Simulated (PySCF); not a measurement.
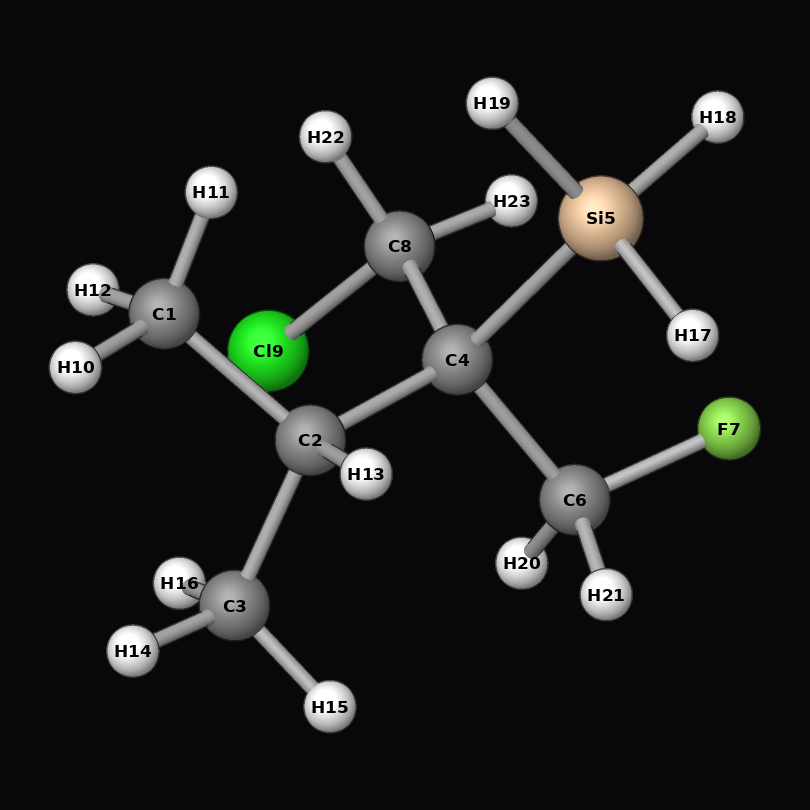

The questions are on IAO charges. The geometry was computed by an optimisation with GFN2-xTB. No frequency run is at hand to confirm it as a minimum. Method: PBE0/pcSseg-1, gas phase (PySCF 2.14.0).

### Which atom carries the highest charge (most positive or least negative)?

Si5 (0.59 e).

### And the lowest?

C1, C3 (−0.42 e).

Give the IAO charges atom by atom.

```
atom  value (e)
  C1      −0.42
  C2      −0.09
  C3      −0.42
  C4      −0.23
 Si5       0.59
  C6       0.04
  F7      −0.33
  C8      −0.24
 Cl9      −0.13
 H10       0.14
 H11       0.13
 H12       0.14
 H13       0.12
 H14       0.14
 H15       0.13
 H16       0.15
 H17      −0.11
 H18      −0.10
 H19      −0.12
 H20       0.15
 H21       0.14
 H22       0.16
 H23       0.17
```

The geometry is semi-empirical. Around Si such bond lengths and angles can be off by a tenth of an ångström or more and by several degrees, and values that hang on the shape move with them.
